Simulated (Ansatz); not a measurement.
# C₂H₉NSi₂: small, medium and large basis sets

How large a basis does C₂H₉NSi₂ need? Two functionals are run in growing sets.

Method: one geometry, several basis sets; program: Ansatz 0.2.0, Gaussian basis.

Levels to be run: PBE0-D4/def2-SVP; ωB97M-V/def2-SVP; PBE0-D4/def2-QZVPP; ωB97M-V/def2-QZVPP; the functionals' def2-TZVPP values are taken from earlier runs.

### Step 1. Structure used throughout

An earlier PBE0-D4 in a triple-zeta def2 set relaxation fixed the geometry.

SMILES `C=C(N)[SiH2][SiH3]`, 14 atoms, charge 0, spin multiplicity 1.

Atoms are counted from 1 here; the program's logs count them from 0.

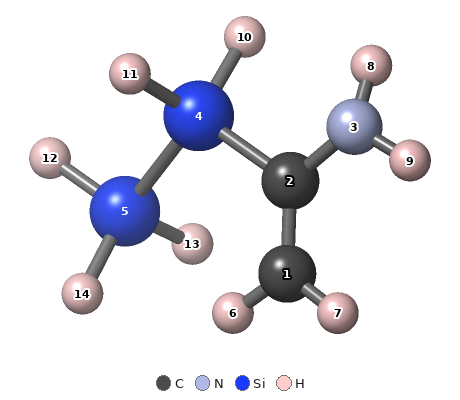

The structure; carbon dark grey, nitrogen light blue, silicon blue, hydrogen pink; atoms are numbered from 1 in the order of the file.

### Step 2. PBE0-D4 in def2-SVP

The input, in.yaml:

```yaml
crystal:
  periodic: [false, false, false]
  atoms:
    - {symbol: C, position_ang: [-1.392204, 0.517704, 0.912871]}
    - {symbol: C, position_ang: [-0.119656, 0.879004, 0.701431]}
    - {symbol: N, position_ang: [0.519586, 1.886304, 1.405070]}
    - {symbol: Si, position_ang: [0.859455, 0.109404, -0.706207]}
    - {symbol: Si, position_ang: [-0.052856, -1.936649, -1.370674]}
    - {symbol: H, position_ang: [-1.876582, -0.222857, 0.291015]}
    - {symbol: H, position_ang: [-1.996278, 0.969558, 1.696122]}
    - {symbol: H, position_ang: [1.517994, 1.804076, 1.500453]}
    - {symbol: H, position_ang: [0.069410, 2.190026, 2.255875]}
    - {symbol: H, position_ang: [2.260161, -0.103595, -0.230657]}
    - {symbol: H, position_ang: [0.943518, 1.050445, -1.858099]}
    - {symbol: H, position_ang: [0.714141, -2.472670, -2.528001]}
    - {symbol: H, position_ang: [0.014163, -2.920270, -0.257418]}
    - {symbol: H, position_ang: [-1.473949, -1.779783, -1.782881]}
basis:
  gaussian: {orbitals: def2-SVP}
hamiltonian: {xc: pbe0, dispersion: d4}
output: {orbitals: {seedname: orbitals}}
```

Started as:

```sh
$ ansatz run in.yaml --threads 4 --pin off --events-out ev --progress --plain --max-ram 10444MiB
```

Further steps of the session: ωB97M-V in def2-SVP; PBE0-D4 in def2-QZVPP; ωB97M-V in def2-QZVPP.

Before running them: what should the planned runs give, taken together? Wanted: PBE0-D4: double and triple zeta above quadruple; ωB97M-V: double and triple zeta above quadruple.

The runs gave:

```
                                       quantity           value
PBE0-D4: double and triple zeta above quadruple  10.39, 0.74 eV
ωB97M-V: double and triple zeta above quadruple  10.61, 0.70 eV
```

In words: PBE0-D4 gains 9.65 eV from double to triple zeta, then 0.74 eV more. These are total energies; as a rule much of such shifts cancels in differences, which this series doesn't test. The LUMO of ωB97M-V is positive and keeps falling with the basis (2.16 to 1.32 eV): an unbound level that the basis holds in place.
